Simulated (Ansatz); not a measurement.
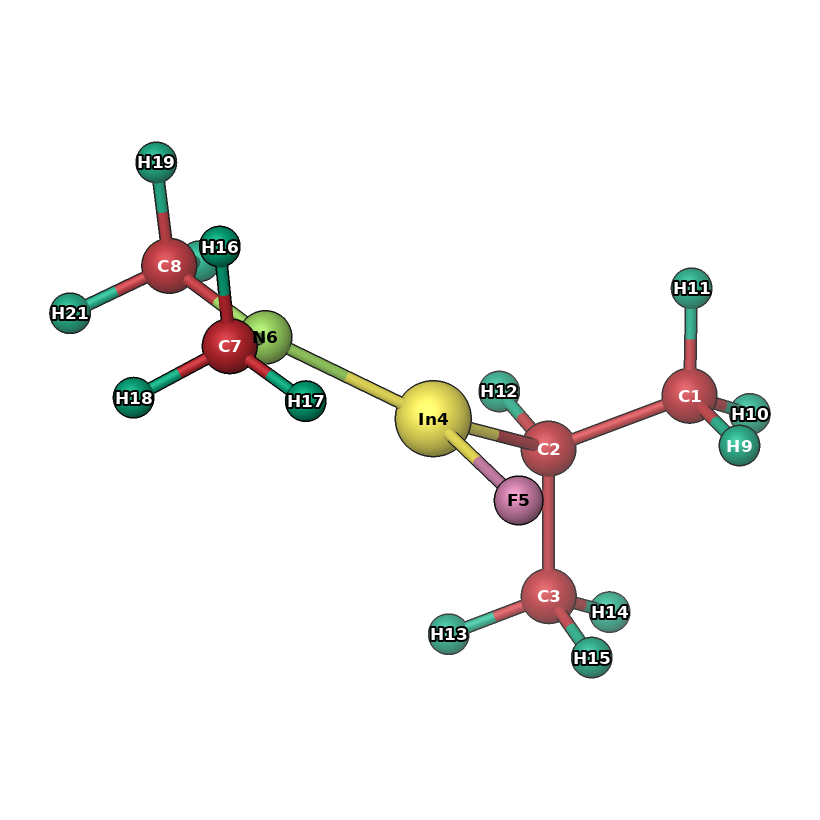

N6 lies behind C7. The molecule seen a little off the C7–N6 bond, C7 in front. Distant atoms are faded towards the background colour. The computed structure is the end point of a PBE0-D4/def2-TZVP optimisation. No frequency run is at hand to confirm it as a minimum.

What is the torsion angle H16–C7–N6–In4? The sign is positive where the front bond must turn clockwise to cover the back bond.

Answer. 120°, anticlinal.
